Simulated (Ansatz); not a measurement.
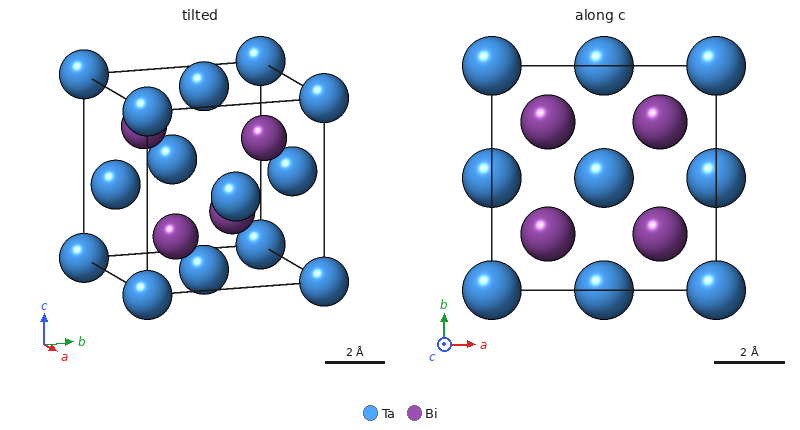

Spheres-only representation of a periodic structure, projected slightly off an axis and along the c axis. The frame is the conventional unit cell; atoms at its boundary are shown with their periodic copies.

TaBi, zinc blende (sphalerite type), space group F-43m (No. 216), a = 6.461 Å, b = 6.461 Å, c = 6.461 Å, α = 90.00°, β = 90.00°, γ = 90.00°. The structure was taken from a structure type filled with these elements by a generator (whether the compound takes this form wasn't checked). The cell was then strained or its atoms displaced on purpose. It was run through Ansatz as a DFT input.

This one geometry was computed with Ansatz (DFT, plane waves, PAW) at five levels of theory: PBE, PBEsol, LDA, r2SCAN and PBE with spin-orbit coupling.

Question: Which level gives the highest pressure at this volume, and what does that say about its equilibrium volume?

Answer: Highest: PBE (0.0 GPa) and PBE with spin-orbit coupling (0.2 GPa), which points to the largest equilibrium volume. Lowest, with the smallest volume: LDA (-4.3 GPa). Levels within 0.5 GPa of each other can't be told apart.

Question: How does the band gap change with the level of theory?

Answer: All levels give a metal.

Question: Collect the results in a table.

Answer:
| level | cutoff (eV) | k-mesh of the run's cell | gap (eV) | pressure (GPa) |
| --- | --- | --- | --- | --- |
| PBE | 420 | 10×10×10 | metal | 0.0 |
| PBEsol | 420 | 10×10×10 | metal | -2.7 |
| LDA | 420 | 10×10×10 | metal | -4.3 |
| r2SCAN | 500 | 10×10×10 | metal | -1.5 |
| PBE with spin-orbit coupling | 420 | 10×10×10 | metal | 0.2 |

Gaps are taken on the k-mesh or band path of each run.
